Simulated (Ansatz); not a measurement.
The starting structures come from a database of crystals and need not be the phases stable at ambient conditions.

 Where the default PAW files enter, the runs use the earlier of Ansatz's two default sets.

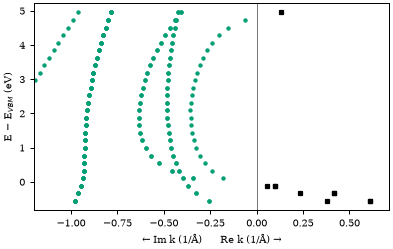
Complex bands at the centre of the two-dimensional zone; PBEsol (Ansatz, a first-principles code)

The gap is the functional's own, uncorrected, and κ follows it; spin-orbit coupling is left out. Mid-gap values are interpolated between the computed energies.

This is RbCl (Pm-3m, CsCl type, not sure to be the ambient phase, 2 atoms a cell, 30.5 Å³ an atom) along the normal of (111). Read off the slowest decay at the centre of the two-dimensional zone at 2.31 eV, the computed energy nearest the middle of the gap.

κ ≈ 0.35 1/Å, a decay length 1/(2κ) of the density of 1.4 Å.
